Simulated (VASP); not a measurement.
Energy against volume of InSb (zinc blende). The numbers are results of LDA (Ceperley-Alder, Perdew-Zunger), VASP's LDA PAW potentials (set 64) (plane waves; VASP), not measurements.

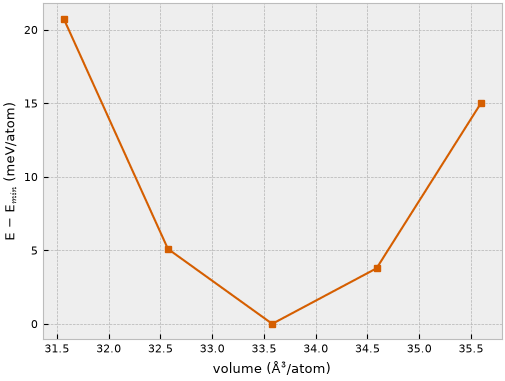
*Energy against volume*

### Question
Estimate the equilibrium volume and the bulk modulus.

### Answer
The minimum lies near 33.6 Å³/atom, and the curvature gives B0 of about 47 GPa.

Measured: bulk modulus 46.1 GPa at 0 K (computed value off by +1.1 %), as given by Daniel Mejia-Rodriguez et al., Physical Review B (2018), arXiv:1807.09216 [0 K value with the zero-point phonon effect removed]; a 6.468 Å at 0 K (computed value off by -0.2 %), as given by Daniel Mejia-Rodriguez et al., Physical Review B (2018), arXiv:1807.09216 [static lattice: zero-point anharmonic expansion removed].

The compound is InSb in the zinc blende structure. It was relaxed first.
